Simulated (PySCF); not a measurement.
**C₄H₁₁NSi: density, localisation and related maps**

| atom | x (Å) | y (Å) | z (Å) |
| --- | --- | --- | --- |
| C | -1.2191 | -1.2591 | -0.6565 |
| C | -0.8799 | -0.2262 | 0.4087 |
| C | -0.9425 | 1.2294 | -0.1096 |
| C | 0.5461 | 1.6279 | -0.0217 |
| Si | 0.9700 | -0.0178 | 0.8657 |
| N | 2.0017 | -1.2217 | 0.1945 |
| H | -2.2665 | -1.1821 | -0.9505 |
| H | -0.6083 | -1.1111 | -1.5453 |
| H | -1.0423 | -2.2656 | -0.2830 |
| H | -1.5511 | -0.3791 | 1.2556 |
| H | -1.5609 | 1.8570 | 0.5309 |
| H | -1.3387 | 1.2903 | -1.1232 |
| H | 0.9951 | 1.7557 | -1.0059 |
| H | 0.7102 | 2.5551 | 0.5227 |
| H | 1.3517 | 0.0822 | 2.2729 |
| H | 2.9893 | -1.1805 | 0.3810 |
| H | 1.8382 | -1.5424 | -0.7460 |

Geometry: GFN2-xTB.

Theory: CAM-B3LYP/def2-SVPD, SCF density, gas phase in PySCF.

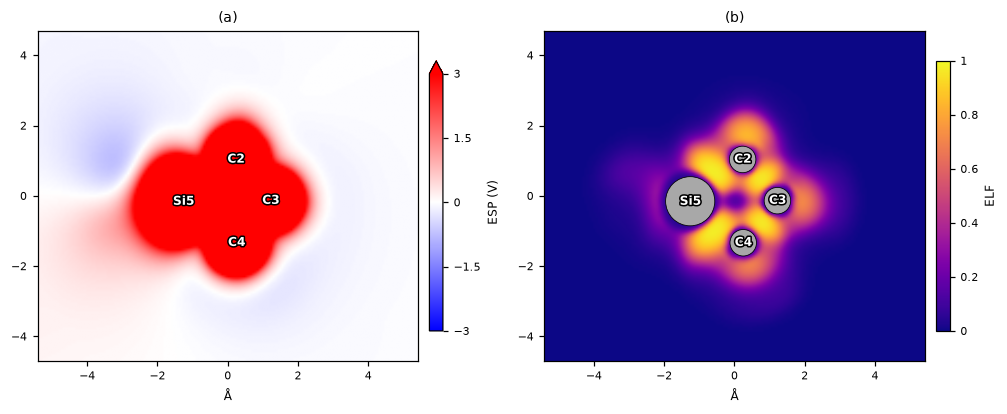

Figure 1. (a) molecular electrostatic potential; (b) electron localisation function on the plane of atoms C3, C4 and Si5. Grey discs cover the atomic cores in the ELF map.

### What does the map show?

The plane passes through C and Si nuclei.
C–C (1.55 Å): the ELF peaks at about 0.95 between the atoms, as expected for a shared electron pair.
C–Si (1.92 Å): the ELF peaks at about 0.95 between the atoms, as expected for a covalent bond.
Outside the dense part of the molecule the potential is most negative (−0.8 V) near N6, which lies off the plane.

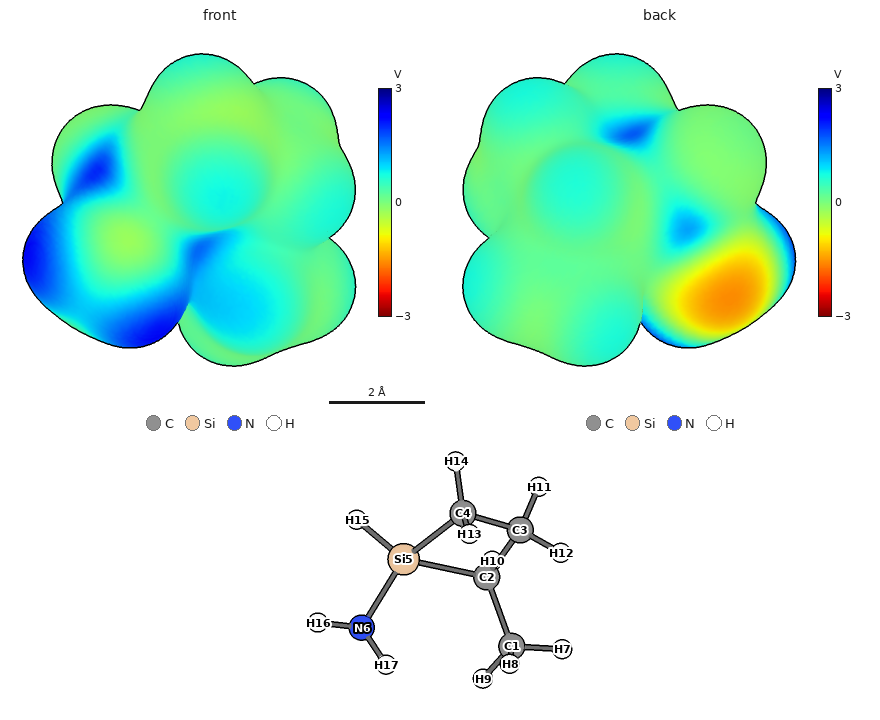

Figure 2. The molecular electrostatic potential painted on the density surface at 0.004 e/bohr³, seen from the front and from behind; red is negative and blue positive. The bare structure is drawn below in the same view.

### Where is the surface potential most negative and most positive?

The most negative region (about −1.5 V, or −35 kcal/mol for a unit charge) lies over N6, the most positive (about +2.2 V, or +51 kcal/mol for a unit charge) over H16 and H17. N6 is the likeliest acceptor of a hydrogen bond.
